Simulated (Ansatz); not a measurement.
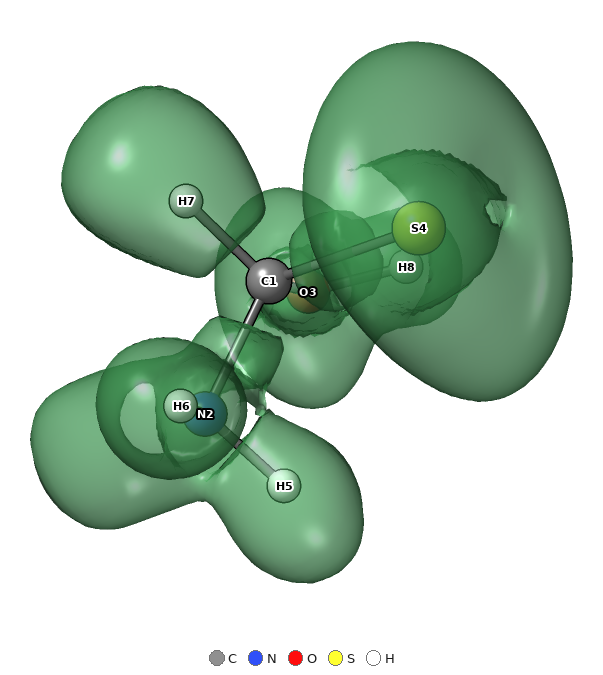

Figure. CH₄NOS (SMILES N[C@H](O)[S-]) (charge −1). Isosurface of the electron localisation function at 0.75 (green), seen at an oblique angle. Core shells and regions of very low density are left out.

Geometry: PBE0-D3(BJ)/def2-SVPD.

The calculation used isolated molecule in a Gaussian basis; Kohn-Sham density functional theory, functional PBE0 in Ansatz 0.2.0.

Input

```
crystal:
  periodic: [false, false, false]
  atoms:
    - {symbol: C, position_ang: [0.069391, -0.627711, -1.314379]}
    - {symbol: N, position_ang: [0.553978, 0.464664, -0.477364]}
    - {symbol: O, position_ang: [0.752237, -1.805360, -0.906168]}
    - {symbol: S, position_ang: [0.264201, -0.386159, -3.108564]}
    - {symbol: H, position_ang: [1.528662, 0.604603, -0.746604]}
    - {symbol: H, position_ang: [0.080482, 1.304427, -0.803905]}
    - {symbol: H, position_ang: [-1.002865, -0.752971, -1.076284]}
    - {symbol: H, position_ang: [1.123754, -2.126543, -1.738376]}
basis:
  gaussian:
    orbitals: def2-TZVPD
total_charge: -1
hamiltonian:
  xc: {name: PBE0}
output: {forces: true, orbitals: {seedname: orbitals}}
```

Run with:

```sh
ansatz run input.yaml --threads 2 --pin off --max-ram 4350MiB --events-out events.jsonl --progress --plain --runs-dir runs
```

What do the ELF domains correspond to?

Answer. The ELF exceeds this value in one region between bonded C–S atoms (shared pairs), one region around a hydrogen nucleus, one ring or bowl of non-bonding electrons around S, one joined region spread over several atoms (H, N), in which their bonds and any lone pairs are merged and one joined region spread over several atoms (H, O), in which their bonds and any lone pairs are merged. Along the contacts the grid gives the following. C–O (1.42 Å): the ELF peaks at about 0.90 between the atoms; a shared but strongly polarised pair. C–N (1.46 Å): the ELF peaks at about 0.95 between the atoms: a covalent bond.
